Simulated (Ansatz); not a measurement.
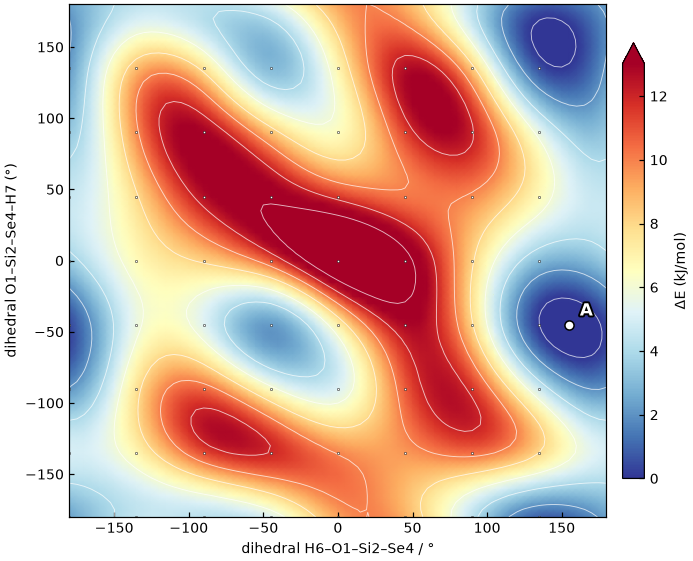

BrFH2OSeSi, SMILES O[Si](F)([SeH])Br. 
- The first coordinate is: dihedral H6–O1–Si2–Se4; the second: dihedral O1–Si2–Se4–H7.
- Nothing is relaxed (all other coordinates rigid).
- The grid has 8 × 8 points.
- Energies: kJ/mol, counted from the lowest grid point.
- Level of theory: RKS PBE-D4/def2-SVP (Ansatz).

The picture shows a smooth colour map with a few white contour lines, dots at the grid points, one colour for all values above the top of the scale, the point A. Between grid points the surface is interpolated.

What is the easiest way out of the well at A, and how high is the barrier?

The easiest path leads from the well at about dihedral H6–O1–Si2–Se4 = 155°, dihedral O1–Si2–Se4–H7 = −45° to the well at about dihedral H6–O1–Si2–Se4 = 145°, dihedral O1–Si2–Se4–H7 = 155°, about 0.42 kJ/mol higher (on a rigid scan; wells that are mirror images or exchange like atoms can differ by this much). Its highest point lies about 5.6 kJ/mol above the bottom of the first well on the interpolated surface, at about dihedral H6–O1–Si2–Se4 = 175°, dihedral O1–Si2–Se4–H7 = 35°. The start is the relaxed structure and all else is held, so a fully relaxed path at this level can only be lower.

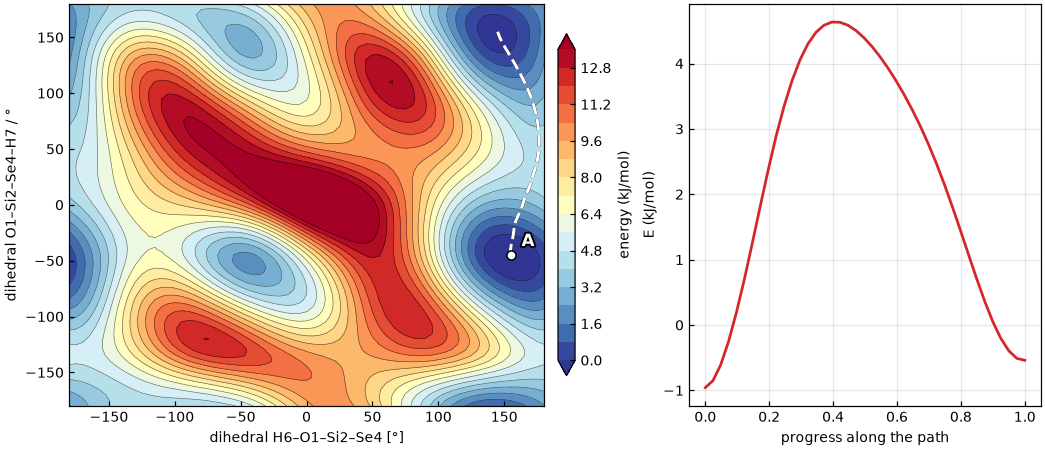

Drawn: filled contours, a line along the lowest path, one colour for all values above the top of the scale, the energy along the path at the right. Between grid points the surface is interpolated.
